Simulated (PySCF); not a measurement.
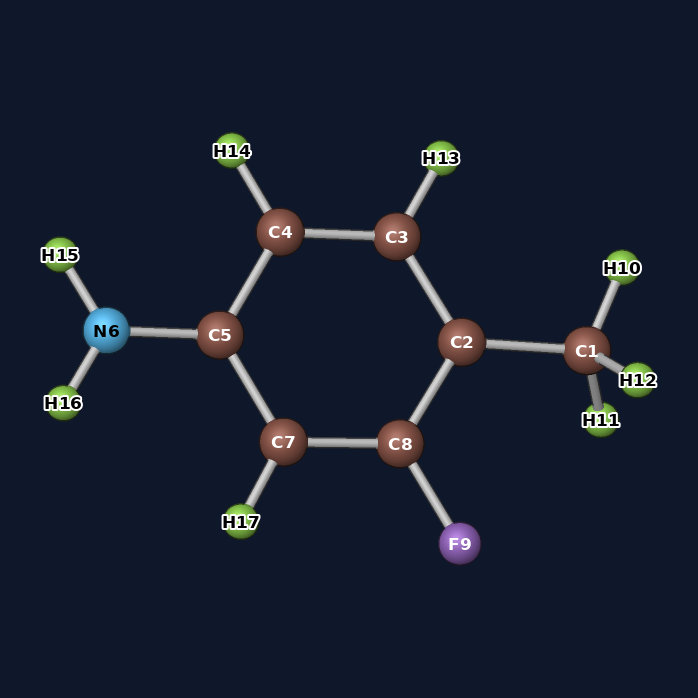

The questions are on Mulliken spin populations. Charge +1, doublet. Computed geometry: GFN2-xTB optimisation. No frequency run is at hand to confirm it as a minimum. Method: UKS B3LYP, pcH-1 on C F H N, non-relativistic (PySCF 2.14.0).

**Which atom carries the largest spin population?**

C2 (0.40 e).

**Which atom has the lowest spin population?**

C3 (−0.11 e); a negative value comes from spin polarisation.

Give the Mulliken spin populations atom by atom.

```json
{"atom": "C1", "value (e)": "−0.02"}
{"atom": "C2", "value (e)": "0.40"}
{"atom": "C3", "value (e)": "−0.11"}
{"atom": "C4", "value (e)": "0.23"}
{"atom": "C5", "value (e)": "0.10"}
{"atom": "N6", "value (e)": "0.31"}
{"atom": "C7", "value (e)": "0.09"}
{"atom": "C8", "value (e)": "−0.03"}
{"atom": "F9", "value (e)": "0.00"}
{"atom": "H10", "value (e)": "0.00"}
{"atom": "H11", "value (e)": "0.03"}
{"atom": "H12", "value (e)": "0.03"}
{"atom": "H13", "value (e)": "0.00"}
{"atom": "H14", "value (e)": "−0.01"}
{"atom": "H15", "value (e)": "−0.01"}
{"atom": "H16", "value (e)": "−0.01"}
{"atom": "H17", "value (e)": "0.00"}
```

Mulliken values depend strongly on the basis set.
